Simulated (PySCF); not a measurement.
CH8F2Si3 (SMILES FC(F)[SiH2][SiH2][SiH3])

```
atom    x (Å)    y (Å)    z (Å)
   F  -0.8556   1.8310  -0.6660
   C  -1.7584   0.8390  -0.3970
   F  -1.7053  -0.0018  -1.4744
  Si  -1.2351  -0.1120   1.2112
  Si   0.8539  -1.0060   0.7399
  Si   2.0217  -0.0083  -1.0072
   H  -2.7520   1.3043  -0.4073
   H  -1.3406   0.9384   2.2303
   H  -2.3836  -0.9989   1.4304
   H   1.6060  -0.9692   2.0084
   H   0.6570  -2.4495   0.5100
   H   3.3615  -0.5929  -1.1392
   H   2.1948   1.4264  -0.7777
   H   1.3350  -0.2008  -2.2833
```

Geometry: GFN2-xTB.

Method: PySCF, PBE0/pcSseg-1, SCF density, gas phase, non-relativistic.

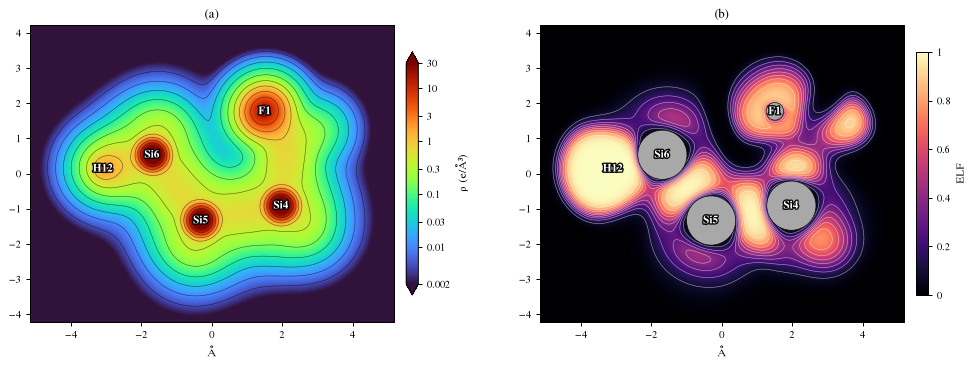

Figure 1. (a) total electron density; (b) electron localisation function on the plane of atoms Si4, Si5 and Si6. Grey discs cover the atomic cores in the ELF map.

Describe what can be read from this map.

- The section cuts through F, Si and H sites.
- Si–Si (2.32 Å): ρ at the midpoint is about 0.65 e/Å³; the ELF peaks at about 1 between the atoms; a shared electron pair.
- Si–H (1.47 Å): ρ is about 0.79 e/Å³ halfway; the ELF climbs to about 1 towards the hydrogen, as it does in any bond to H.
- The ELF also peaks beside F1, away from the bonds: lone-pair regions.

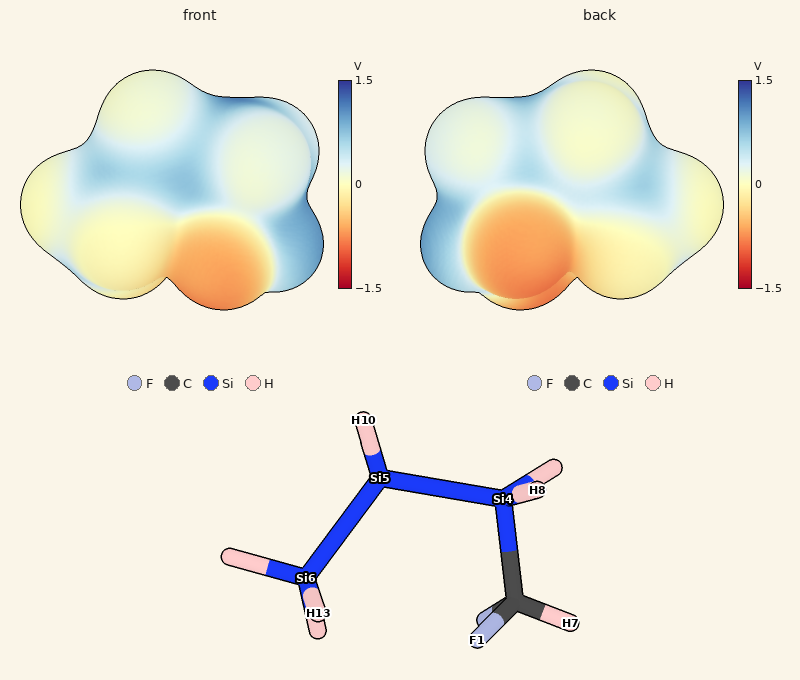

Figure 2. The electrostatic potential painted on the density surface at 0.001 e/bohr³, seen from the front and from behind; the colour scale runs from red (negative) to blue (positive). The bare structure is drawn below in the same view.

Where is the surface potential most negative and most positive?

The most negative region (about −0.8 V, or −18 kcal/mol for a unit charge) lies over F1 and F3, the most positive (about +1.0 V, or +23 kcal/mol for a unit charge) over Si4 and H7.
